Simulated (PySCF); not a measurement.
C$_{2}$H$_{8}$BN, SMILES `CCBN`.

Level of theory: PBE0/def2-SVPD (PySCF), at a geometry from GFN2-xTB. No frequency check shows the geometry to be a minimum.

The calculation's input:

```python
import numpy as np
from pyscf import gto, scf, dft
from pyscf.scf import atom_ks, atom_hf
from scipy.linalg import block_diag

def solve(mol, dm0=None, hcore=None):
    mf = (dft.UKS if mol.spin else dft.RKS)(mol, xc='pbe0')
    mf.grids.level = 3
    mf = mf.density_fit(auxbasis='def2-universal-jkfit')
    mf.conv_tol, mf.max_cycle = 1e-8, 80
    if hcore is not None:
        mf.get_hcore = lambda *args: hcore
    mf.kernel(dm0)
    if not mf.converged:
        mf = mf.newton().run(mf.mo_coeff, mf.mo_occ, max_cycle=30)
    assert mf.converged, 'SCF not converged'
    return mf

mol = gto.M(atom='''
C     -1.84668    -0.19159    -0.25442
C     -0.58777     0.48065     0.30039
B      0.70330    -0.44908     0.25485
N      1.90542     0.06318    -0.19094
H     -2.71190     0.46553    -0.17491
H     -2.06063    -1.10741     0.29165
H     -1.70940    -0.44823    -1.30295
H     -0.78473     0.75469     1.34152
H     -0.42924     1.42012    -0.23612
H      0.66670    -1.56799     0.60605
H      2.76401    -0.46025    -0.23042
H      2.01741     1.01238    -0.50829
''', basis='def2-svpd', charge=0, spin=0, verbose=4)
mf = solve(mol)
out = dict(e0=mf.e_tot, dm0=mf.make_rdm1(), c=mf.mo_coeff, occ=mf.mo_occ, eps=mf.mo_energy)
for name, dq, spin in [('cation', 1, 1), ('anion', -1, 1)]:
    ion = mol.copy().set(charge=mol.charge + dq, spin=spin).build()
    mi = solve(ion)
    if spin and dq > 0 and mol.nao < 130:
        c, _, stable, _ = mi.stability(return_status=True)
        if not stable:
            mi = solve(ion, mi.make_rdm1(c, mi.mo_occ))
    print(name, 'vertical energy change / eV', (mi.e_tot - mf.e_tot) * 27.211386)
    out.update({'e_' + name: mi.e_tot, 'dm_' + name: mi.make_rdm1(), 's2_' + name: mi.spin_square()[0], 'eps_' + name: mi.mo_energy, 'occ_' + name: mi.mo_occ})
# spherically averaged free atoms, for the promolecule
atm = atom_ks.get_atm_nrks(mol, xc='pbe0')
pro = block_diag(*[(atm[a[0]][2] * atm[a[0]][3]) @ atm[a[0]][2].T for a in mol._atom])
np.savez('result.npz', pro=pro, **out)
```

Launched as:

```sh
OMP_NUM_THREADS=1 python input.py
```

The run took 93 s on 1 thread of Arm Neoverse V2 (shared host), peak memory 0.65 GiB.

Partitions, critical points and surface values were worked out afterwards from this run's density.

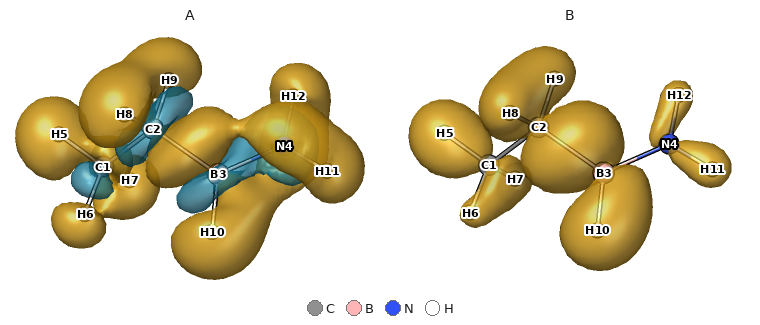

The Fukui function f⁻ from two separate SCF calculations and the density of the HOMO, at ±0.015 e/Å³ (yellow positive, teal negative).

> Which panel is which, and how good is the frozen-orbital picture?

A is f⁻ (it has negative regions), B the HOMO density. The HOMO lies on C2 (31 %), B3 (24 %) and H10 (11 %); f⁻ (Hirshfeld-condensed) is largest on B3 (0.14), C2 (0.12) and N4 (0.12); the vertical ionisation energy is 10.44 eV (the stability of the cation's solution wasn't checked). Relaxation shifts 32 % of the electron between atoms. The orbital energy is −8.24 eV.
